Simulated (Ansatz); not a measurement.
```xyz
6

C    -0.4219    1.3069    0.4238
C    -1.4948    0.8607    0.0264
Sn    1.3585    2.1818    1.4144
H    -2.4234    0.4652   -0.3403
H     1.8040    3.1461   -0.0353
H     2.4207    0.8237    0.9075
```

Geometry: PBE0-D3(BJ)/def2-SVPD; core potentials replace the inner electrons of Sn.

The calculation used isolated molecule in a Gaussian basis; Kohn-Sham density functional theory, functional PBE0 (Ansatz).

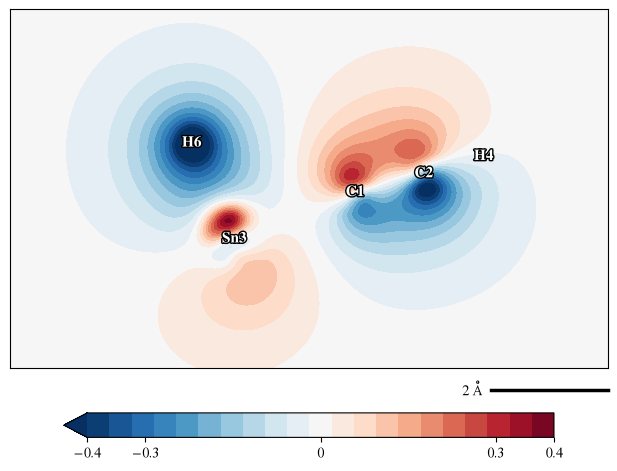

C$_{2}$H$_{3}$Sn (SMILES C#[C][SnH2-]) (charge −1). The HOMO−1 on the plane of atoms C1, Sn3 and H6 (values in Å⁻³ᐟ²; the overall sign is arbitrary).

> What is the character of this orbital?

It lies mainly on Sn3 (about 25 %), C2 (about 20 %), H6 (about 20 %), H5 (about 20 %) and C1 (about 15 %). Its energy is −2.67 eV.
